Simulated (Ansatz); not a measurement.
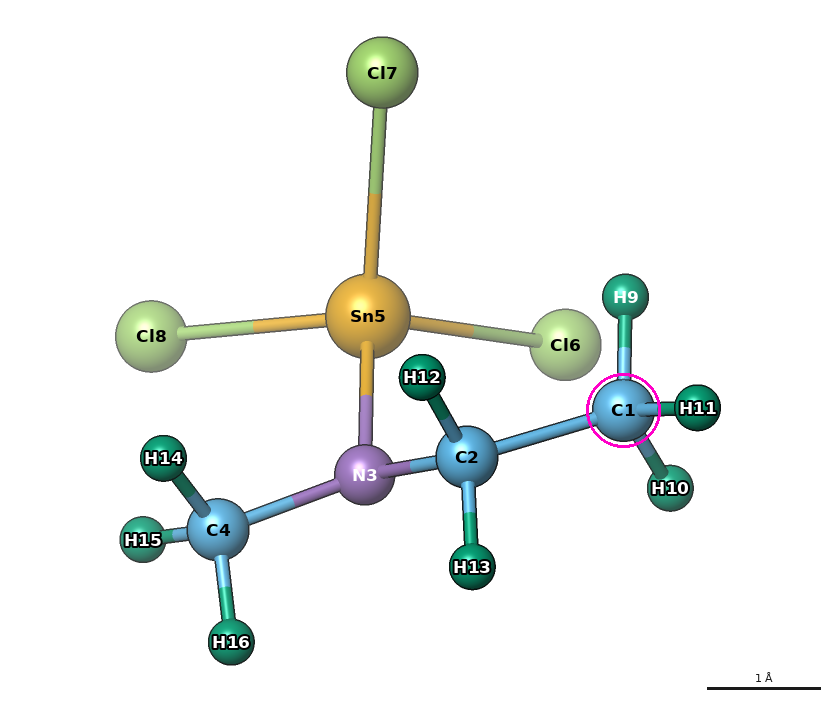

Simulated data, not a measurement (program: Ansatz).

Orthographic view. Atoms fade into the background with distance from the viewer. State: charge +1, doublet. Geometry: the geometry of the neutral molecule.

Which atoms are bonded to the circled atom?

The circled atom is C1; it is bonded to C2, H9, H10, H11.

Which two atoms are farthest apart in space?

Cl8 and H11, 6.49 Å.

What is the shortest path along bonds from the circled atom to Sn5?

C1–C2–N3–Sn5, 3 bonds; through space the two are 3.23 Å apart.

Of C1 and H10, which is nearer the viewer?

C1; the bond to H10 points away from the viewer, so it looks shorter than its 1.09 Å.
